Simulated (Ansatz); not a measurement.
C₂H₁₀N₂Si₂: molecular dynamics (part 1 of 3)

System: C₂H₁₀N₂Si₂.
Method: RKS LDA/6-31G (Ansatz 0.2.0).

It belongs to a series of runs on one base structure; here: dynamics from the highest image of the converged band. Figures and captions count atoms from 1; the log counts them from 0 in places.

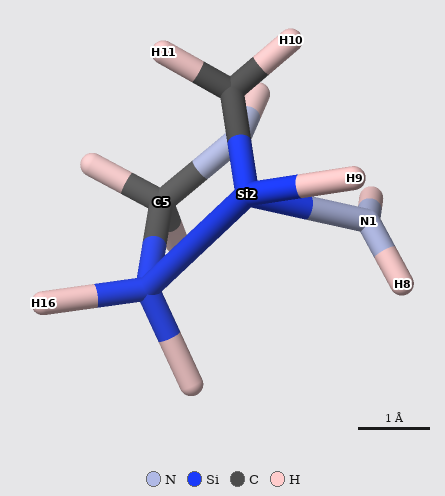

**Figure 1.** The starting structure (stick view, seen at a tilt; atoms are numbered from 1 in the order of the input). Bond lengths as drawn: C–H 1.11 to 1.12 Å, C–N 1.45 to 1.46 Å, C–Si 1.95 to 1.96 Å, H–N 1.02 to 1.04 Å, H–Si 1.52 to 1.65 Å, N–Si 1.90 Å and Si–Si 2.38 Å.

**Input**
```yaml
crystal:
  periodic: [false, false, false]
  atoms:
    - { symbol: "N", position_ang: [-0.577162, -1.960598, 0.590685] }
    - { symbol: Si, position_ang: [-0.128343, -0.389675, 1.565086] }
    - { symbol: C, position_ang: [1.412869, -0.11491, 0.390903] }
    - { symbol: "N", position_ang: [0.81753, -0.015815, -0.932146] }
    - { symbol: C, position_ang: [-0.00434, 1.173908, -1.132823] }
    - { symbol: Si, position_ang: [-1.293999, 1.275815, 0.328492] }
    - { symbol: H, position_ang: [-0.206319, -1.906075, -0.382763] }
    - { symbol: H, position_ang: [-1.499058, -2.396044, 0.695157] }
    - { symbol: H, position_ang: [-0.030879, -1.970994, 2.008984] }
    - { symbol: H, position_ang: [2.060811, -1.009304, 0.452391] }
    - { symbol: H, position_ang: [2.007681, 0.780095, 0.693798] }
    - { symbol: H, position_ang: [1.449271, -0.226941, -1.713012] }
    - { symbol: H, position_ang: [-0.536327, 1.114291, -2.099864] }
    - { symbol: H, position_ang: [0.589436, 2.122628, -1.122684] }
    - { symbol: H, position_ang: [-2.664416, 0.792782, -0.117119] }
    - { symbol: H, position_ang: [-1.419657, 2.708137, 0.819114] }
basis:
  gaussian: { orbitals: "6-31G" }
hamiltonian:
  xc: lda
md:
  timestep: 0.5
  n_steps: 200
  ensemble: nve
  temperature: 100.0
  initial_velocities: maxwell_boltzmann
  seed: 7688
```

Run on 2 threads of Intel Xeon (Sapphire Rapids), 16 GiB of memory available, shared host.

Launched with:
```bash
ansatz run input.yaml --threads 2 --pin off --max-ram 3072MiB --backend cpu --events-out ev --progress --plain --runs-dir out
```

**Output**
```
Engine: ansatz 0.2.0, x86_64-unknown-linux-gnu
Functional definition: SPW92
  exchange = slater_x
  correlation = pw_c
1195 factors; integrals over basis functions are off by at most 1.8e-4 eV
mean field evaluation 1: about -20840.6568 eV, gradient 8.6e1 eV
mean field evaluation 2: about -20729.8702 eV, gradient 2.0e2 eV
mean field evaluation 4: about -20856.0086 eV, gradient 2.3e1 eV
mean field evaluation 8: about -20857.6621 eV, gradient 4.3e-1 eV
mean field evaluation 16: about -20857.6447 eV, gradient 1.3e-4 eV
mean field -20857.64469308 eV, -766.5043046515 hartree, gradient 4.1e-5 eV, S^2 0.000000; 0 other end points of the search recorded, 0 dependent functions left out
the calculation of the forces begins
reference -20857.64472700 eV, -766.5043058978 hartree; 32, 32 occupied and 50, 50 virtual orbitals, 1195 factors
md step     0: t =     0.00 fs  T =   100.0 K  F+E_penalty+E_count = -20857.64469308 eV  E_kin = 0.180964 eV  conserved = -20857.46372909 eV  (28 SCF iters)
these checks for a lower state are left out or cut short: starts, cluster_reference, orbital_swaps, neighbouring_geometries, increment
1195 factors; integrals over basis functions are off by at most 1.8e-4 eV
mean field -20857.63977009 eV, -766.5041237348 hartree, gradient 4.9e-5 eV, S^2 0.000000; 0 other end points of the search recorded, 0 dependent functions left out
the calculation of the forces begins
reference -20857.63980398 eV, -766.5041249803 hartree; 32, 32 occupied and 50, 50 virtual orbitals, 1195 factors
md step     1: t =     0.50 fs  T =    97.3 K  F+E_penalty+E_count = -20857.63977009 eV  E_kin = 0.176123 eV  conserved = -20857.46364714 eV  (27 SCF iters)
[... from here on the SCF iterations and repeated set-up lines of each step are left out, up to the last step ...]
md step     2: t =     1.00 fs  T =    90.1 K  F+E_penalty+E_count = -20857.62657836 eV  E_kin = 0.163133 eV  conserved = -20857.46344508 eV  (27 SCF iters)
md step     3: t =     1.50 fs  T =    80.2 K  F+E_penalty+E_count = -20857.60828074 eV  E_kin = 0.145092 eV  conserved = -20857.46318872 eV  (27 SCF iters)
md step     4: t =     2.00 fs  T =    69.6 K  F+E_penalty+E_count = -20857.58891850 eV  E_kin = 0.125969 eV  conserved = -20857.46294950 eV  (27 SCF iters)
md step     5: t =     2.50 fs  T =    60.5 K  F+E_penalty+E_count = -20857.57227476 eV  E_kin = 0.109487 eV  conserved = -20857.46278763 eV  (24 SCF iters)
md step     6: t =     3.00 fs  T =    54.3 K  F+E_penalty+E_count = -20857.56091485 eV  E_kin = 0.098176 eV  conserved = -20857.46273916 eV  (24 SCF iters)
md step     7: t =     3.50 fs  T =    51.3 K  F+E_penalty+E_count = -20857.55561202 eV  E_kin = 0.092803 eV  conserved = -20857.46280916 eV  (24 SCF iters)
md step     8: t =     4.00 fs  T =    51.0 K  F+E_penalty+E_count = -20857.55527674 eV  E_kin = 0.092308 eV  conserved = -20857.46296909 eV  (24 SCF iters)
md step     9: t =     4.50 fs  T =    52.1 K  F+E_penalty+E_count = -20857.55742025 eV  E_kin = 0.094258 eV  conserved = -20857.46316194 eV  (27 SCF iters)
md step    10: t =     5.00 fs  T =    52.9 K  F+E_penalty+E_count = -20857.55906356 eV  E_kin = 0.095747 eV  conserved = -20857.46331635 eV  (27 SCF iters)
md step    11: t =     5.50 fs  T =    52.2 K  F+E_penalty+E_count = -20857.55785519 eV  E_kin = 0.094485 eV  conserved = -20857.46337004 eV  (27 SCF iters)
md step    12: t =     6.00 fs  T =    49.6 K  F+E_penalty+E_count = -20857.55301813 eV  E_kin = 0.089718 eV  conserved = -20857.46329972 eV  (27 SCF iters)
md step    13: t =     6.50 fs  T =    45.6 K  F+E_penalty+E_count = -20857.54569005 eV  E_kin = 0.082554 eV  conserved = -20857.46313640 eV  (27 SCF iters)
md step    14: t =     7.00 fs  T =    41.7 K  F+E_penalty+E_count = -20857.53840987 eV  E_kin = 0.075450 eV  conserved = -20857.46295989 eV  (25 SCF iters)
md step    15: t =     7.50 fs  T =    39.3 K  F+E_penalty+E_count = -20857.53389535 eV  E_kin = 0.071039 eV  conserved = -20857.46285675 eV  (24 SCF iters)
md step    16: t =     8.00 fs  T =    39.2 K  F+E_penalty+E_count = -20857.53372377 eV  E_kin = 0.070851 eV  conserved = -20857.46287279 eV  (23 SCF iters)
md step    17: t =     8.50 fs  T =    41.2 K  F+E_penalty+E_count = -20857.53763213 eV  E_kin = 0.074642 eV  conserved = -20857.46298997 eV  (24 SCF iters)
md step    18: t =     9.00 fs  T =    44.6 K  F+E_penalty+E_count = -20857.54378365 eV  E_kin = 0.080640 eV  conserved = -20857.46314344 eV  (24 SCF iters)
md step    19: t =     9.50 fs  T =    47.8 K  F+E_penalty+E_count = -20857.54975383 eV  E_kin = 0.086493 eV  conserved = -20857.46326123 eV  (27 SCF iters)
md step    20: t =    10.00 fs  T =    49.9 K  F+E_penalty+E_count = -20857.55364155 eV  E_kin = 0.090343 eV  conserved = -20857.46329901 eV  (27 SCF iters)
md step    21: t =    10.50 fs  T =    50.6 K  F+E_penalty+E_count = -20857.55478822 eV  E_kin = 0.091540 eV  conserved = -20857.46324865 eV  (29 SCF iters)
md step    22: t =    11.00 fs  T =    50.2 K  F+E_penalty+E_count = -20857.55392675 eV  E_kin = 0.090795 eV  conserved = -20857.46313219 eV  (27 SCF iters)
md step    23: t =    11.50 fs  T =    49.7 K  F+E_penalty+E_count = -20857.55285146 eV  E_kin = 0.089864 eV  conserved = -20857.46298714 eV  (27 SCF iters)
md step    24: t =    12.00 fs  T =    50.3 K  F+E_penalty+E_count = -20857.55382338 eV  E_kin = 0.090968 eV  conserved = -20857.46285497 eV  (25 SCF iters)
md step    25: t =    12.50 fs  T =    53.1 K  F+E_penalty+E_count = -20857.55891089 eV  E_kin = 0.096140 eV  conserved = -20857.46277084 eV  (25 SCF iters)
md step    26: t =    13.00 fs  T =    58.9 K  F+E_penalty+E_count = -20857.56943123 eV  E_kin = 0.106676 eV  conserved = -20857.46275494 eV  (27 SCF iters)
md step    27: t =    13.50 fs  T =    67.9 K  F+E_penalty+E_count = -20857.58563223 eV  E_kin = 0.122826 eV  conserved = -20857.46280623 eV  (27 SCF iters)
md step    28: t =    14.00 fs  T =    79.5 K  F+E_penalty+E_count = -20857.60672518 eV  E_kin = 0.143828 eV  conserved = -20857.46289745 eV  (26 SCF iters)
md step    29: t =    14.50 fs  T =    93.0 K  F+E_penalty+E_count = -20857.63132662 eV  E_kin = 0.168348 eV  conserved = -20857.46297906 eV  (27 SCF iters)
md step    30: t =    15.00 fs  T =   107.9 K  F+E_penalty+E_count = -20857.65823835 eV  E_kin = 0.195244 eV  conserved = -20857.46299403 eV  (27 SCF iters)
md step    31: t =    15.50 fs  T =   124.0 K  F+E_penalty+E_count = -20857.68732902 eV  E_kin = 0.224427 eV  conserved = -20857.46290192 eV  (27 SCF iters)
md step    32: t =    16.00 fs  T =   142.3 K  F+E_penalty+E_count = -20857.72014957 eV  E_kin = 0.257447 eV  conserved = -20857.46270225 eV  (27 SCF iters)
md step    33: t =    16.50 fs  T =   164.4 K  F+E_penalty+E_count = -20857.75994309 eV  E_kin = 0.297503 eV  conserved = -20857.46244041 eV  (26 SCF iters)
md step    34: t =    17.00 fs  T =   192.7 K  F+E_penalty+E_count = -20857.81096048 eV  E_kin = 0.348765 eV  conserved = -20857.46219508 eV  (26 SCF iters)
md step    35: t =    17.50 fs  T =   229.5 K  F+E_penalty+E_count = -20857.87730314 eV  E_kin = 0.415247 eV  conserved = -20857.46205593 eV  (26 SCF iters)
md step    36: t =    18.00 fs  T =   276.0 K  F+E_penalty+E_count = -20857.96162306 eV  E_kin = 0.499500 eV  conserved = -20857.46212291 eV  (26 SCF iters)
md step    37: t =    18.50 fs  T =   332.2 K  F+E_penalty+E_count = -20858.06373200 eV  E_kin = 0.601203 eV  conserved = -20857.46252866 eV  (26 SCF iters)
md step    38: t =    19.00 fs  T =   395.3 K  F+E_penalty+E_count = -20858.17886068 eV  E_kin = 0.715427 eV  conserved = -20857.46343323 eV  (26 SCF iters)
md step    39: t =    19.50 fs  T =   459.1 K  F+E_penalty+E_count = -20858.29575146 eV  E_kin = 0.830874 eV  conserved = -20857.46487781 eV  (26 SCF iters)
md step    40: t =    20.00 fs  T =   514.1 K  F+E_penalty+E_count = -20858.39677283 eV  E_kin = 0.930364 eV  conserved = -20857.46640923 eV  (26 SCF iters)
md step    41: t =    20.50 fs  T =   551.7 K  F+E_penalty+E_count = -20858.46507458 eV  E_kin = 0.998310 eV  conserved = -20857.46676442 eV  (26 SCF iters)
md step    42: t =    21.00 fs  T =   573.2 K  F+E_penalty+E_count = -20858.50194779 eV  E_kin = 1.037322 eV  conserved = -20857.46462543 eV  (25 SCF iters)
md step    43: t =    21.50 fs  T =   597.4 K  F+E_penalty+E_count = -20858.54215393 eV  E_kin = 1.081130 eV  conserved = -20857.46102426 eV  (24 SCF iters)
md step    44: t =    22.00 fs  T =   650.0 K  F+E_penalty+E_count = -20858.63621389 eV  E_kin = 1.176176 eV  conserved = -20857.46003824 eV  (29 SCF iters)
md step    45: t =    22.50 fs  T =   736.3 K  F+E_penalty+E_count = -20858.79618400 eV  E_kin = 1.332392 eV  conserved = -20857.46379250 eV  (24 SCF iters)
md step    46: t =    23.00 fs  T =   829.4 K  F+E_penalty+E_count = -20858.96982765 eV  E_kin = 1.500920 eV  conserved = -20857.46890765 eV  (25 SCF iters)
md step    47: t =    23.50 fs  T =   891.7 K  F+E_penalty+E_count = -20859.08504988 eV  E_kin = 1.613726 eV  conserved = -20857.47132419 eV  (24 SCF iters)
md step    48: t =    24.00 fs  T =   903.3 K  F+E_penalty+E_count = -20859.10523467 eV  E_kin = 1.634665 eV  conserved = -20857.47056952 eV  (25 SCF iters)
md step    49: t =    24.50 fs  T =   867.9 K  F+E_penalty+E_count = -20859.03881590 eV  E_kin = 1.570525 eV  conserved = -20857.46829075 eV  (26 SCF iters)
md step    50: t =    25.00 fs  T =   802.4 K  F+E_penalty+E_count = -20858.91789515 eV  E_kin = 1.451978 eV  conserved = -20857.46591667 eV  (25 SCF iters)
md step    51: t =    25.50 fs  T =   725.8 K  F+E_penalty+E_count = -20858.77749981 eV  E_kin = 1.313435 eV  conserved = -20857.46406452 eV  (25 SCF iters)
md step    52: t =    26.00 fs  T =   653.7 K  F+E_penalty+E_count = -20858.64574150 eV  E_kin = 1.182906 eV  conserved = -20857.46283575 eV  (25 SCF iters)
md step    53: t =    26.50 fs  T =   596.5 K  F+E_penalty+E_count = -20858.54167766 eV  E_kin = 1.079540 eV  conserved = -20857.46213810 eV  (26 SCF iters)
md step    54: t =    27.00 fs  T =   560.6 K  F+E_penalty+E_count = -20858.47633691 eV  E_kin = 1.014496 eV  conserved = -20857.46184055 eV  (25 SCF iters)
md step    55: t =    27.50 fs  T =   548.6 K  F+E_penalty+E_count = -20858.45452302 eV  E_kin = 0.992695 eV  conserved = -20857.46182770 eV  (25 SCF iters)
md step    56: t =    28.00 fs  T =   560.6 K  F+E_penalty+E_count = -20858.47648508 eV  E_kin = 1.014456 eV  conserved = -20857.46202867 eV  (25 SCF iters)
md step    57: t =    28.50 fs  T =   594.9 K  F+E_penalty+E_count = -20858.53897227 eV  E_kin = 1.076525 eV  conserved = -20857.46244729 eV  (25 SCF iters)
md step    58: t =    29.00 fs  T =   647.7 K  F+E_penalty+E_count = -20858.63522180 eV  E_kin = 1.172037 eV  conserved = -20857.46318519 eV  (25 SCF iters)
md step    59: t =    29.50 fs  T =   712.4 K  F+E_penalty+E_count = -20858.75355415 eV  E_kin = 1.289116 eV  conserved = -20857.46443862 eV  (26 SCF iters)
md step    60: t =    30.00 fs  T =   778.2 K  F+E_penalty+E_count = -20858.87470531 eV  E_kin = 1.408277 eV  conserved = -20857.46642813 eV  (26 SCF iters)
md step    61: t =    30.50 fs  T =   828.9 K  F+E_penalty+E_count = -20858.96916694 eV  E_kin = 1.500003 eV  conserved = -20857.46916380 eV  (26 SCF iters)
md step    62: t =    31.00 fs  T =   843.5 K  F+E_penalty+E_count = -20858.99837632 eV  E_kin = 1.526469 eV  conserved = -20857.47190756 eV  (26 SCF iters)
md step    63: t =    31.50 fs  T =   804.0 K  F+E_penalty+E_count = -20858.92757334 eV  E_kin = 1.455011 eV  conserved = -20857.47256270 eV  (26 SCF iters)
md step    64: t =    32.00 fs  T =   712.2 K  F+E_penalty+E_count = -20858.75727754 eV  E_kin = 1.288800 eV  conserved = -20857.46847768 eV  (26 SCF iters)
md step    65: t =    32.50 fs  T =   606.0 K  F+E_penalty+E_count = -20858.55727006 eV  E_kin = 1.096628 eV  conserved = -20857.46064255 eV  (26 SCF iters)
md step    66: t =    33.00 fs  T =   546.1 K  F+E_penalty+E_count = -20858.44461328 eV  E_kin = 0.988221 eV  conserved = -20857.45639185 eV  (26 SCF iters)
md step    67: t =    33.50 fs  T =   563.5 K  F+E_penalty+E_count = -20858.48033211 eV  E_kin = 1.019668 eV  conserved = -20857.46066431 eV  (28 SCF iters)
md step    68: t =    34.00 fs  T =   627.6 K  F+E_penalty+E_count = -20858.60367871 eV  E_kin = 1.135660 eV  conserved = -20857.46801869 eV  (26 SCF iters)
md step    69: t =    34.50 fs  T =   680.7 K  F+E_penalty+E_count = -20858.70338919 eV  E_kin = 1.231835 eV  conserved = -20857.47155429 eV  (26 SCF iters)
md step    70: t =    35.00 fs  T =   688.4 K  F+E_penalty+E_count = -20858.71644054 eV  E_kin = 1.245790 eV  conserved = -20857.47065062 eV  (26 SCF iters)
md step    71: t =    35.50 fs  T =   650.9 K  F+E_penalty+E_count = -20858.64568763 eV  E_kin = 1.177826 eV  conserved = -20857.46786115 eV  (26 SCF iters)
md step    72: t =    36.00 fs  T =   586.7 K  F+E_penalty+E_count = -20858.52692848 eV  E_kin = 1.061806 eV  conserved = -20857.46512279 eV  (25 SCF iters)
md step    73: t =    36.50 fs  T =   517.3 K  F+E_penalty+E_count = -20858.39934288 eV  E_kin = 0.936202 eV  conserved = -20857.46314121 eV  (26 SCF iters)
md step    74: t =    37.00 fs  T =   459.1 K  F+E_penalty+E_count = -20858.29284933 eV  E_kin = 0.830895 eV  conserved = -20857.46195415 eV  (26 SCF iters)
md step    75: t =    37.50 fs  T =   422.6 K  F+E_penalty+E_count = -20858.22605897 eV  E_kin = 0.764671 eV  conserved = -20857.46138820 eV  (26 SCF iters)
md step    76: t =    38.00 fs  T =   412.7 K  F+E_penalty+E_count = -20858.20812275 eV  E_kin = 0.746853 eV  conserved = -20857.46126994 eV  (26 SCF iters)
md step    77: t =    38.50 fs  T =   430.7 K  F+E_penalty+E_count = -20858.24101411 eV  E_kin = 0.779498 eV  conserved = -20857.46151641 eV  (26 SCF iters)
md step    78: t =    39.00 fs  T =   474.4 K  F+E_penalty+E_count = -20858.32070854 eV  E_kin = 0.858534 eV  conserved = -20857.46217468 eV  (26 SCF iters)
md step    79: t =    39.50 fs  T =   537.8 K  F+E_penalty+E_count = -20858.43657952 eV  E_kin = 0.973151 eV  conserved = -20857.46342831 eV  (26 SCF iters)
md step    80: t =    40.00 fs  T =   609.8 K  F+E_penalty+E_count = -20858.56900390 eV  E_kin = 1.103475 eV  conserved = -20857.46552916 eV  (25 SCF iters)
md step    81: t =    40.50 fs  T =   673.0 K  F+E_penalty+E_count = -20858.68649638 eV  E_kin = 1.217966 eV  conserved = -20857.46853019 eV  (25 SCF iters)
md step    82: t =    41.00 fs  T =   704.6 K  F+E_penalty+E_count = -20858.74675224 eV  E_kin = 1.275096 eV  conserved = -20857.47165670 eV  (25 SCF iters)
md step    83: t =    41.50 fs  T =   684.3 K  F+E_penalty+E_count = -20858.71084815 eV  E_kin = 1.238318 eV  conserved = -20857.47253060 eV  (26 SCF iters)
md step    84: t =    42.00 fs  T =   614.1 K  F+E_penalty+E_count = -20858.57933657 eV  E_kin = 1.111254 eV  conserved = -20857.46808280 eV  (25 SCF iters)
md step    85: t =    42.50 fs  T =   536.7 K  F+E_penalty+E_count = -20858.43088286 eV  E_kin = 0.971201 eV  conserved = -20857.45968142 eV  (25 SCF iters)
md step    86: t =    43.00 fs  T =   517.2 K  F+E_penalty+E_count = -20858.39198309 eV  E_kin = 0.935858 eV  conserved = -20857.45612478 eV  (27 SCF iters)
md step    87: t =    43.50 fs  T =   580.8 K  F+E_penalty+E_count = -20858.51315170 eV  E_kin = 1.050949 eV  conserved = -20857.46220298 eV  (25 SCF iters)
```
